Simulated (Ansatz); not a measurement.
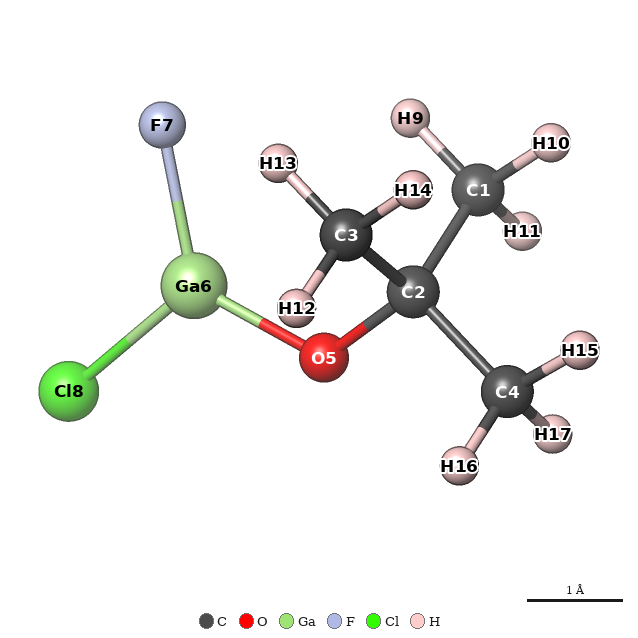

Orthographic view. Distant atoms are faded towards the background colour. Computed geometry: PBE0-D4/def2-TZVP optimisation. No frequency run is at hand to confirm it as a minimum.

Write the connection table.

C1: C2, H9, H10, H11
C2: C1, C3, C4, O5
C3: C2, H12, H13, H14
C4: C2, H15, H16, H17
O5: C2, Ga6
Ga6: O5, F7, Cl8
F7: Ga6
Cl8: Ga6
(terminal hydrogens appear only as neighbours)
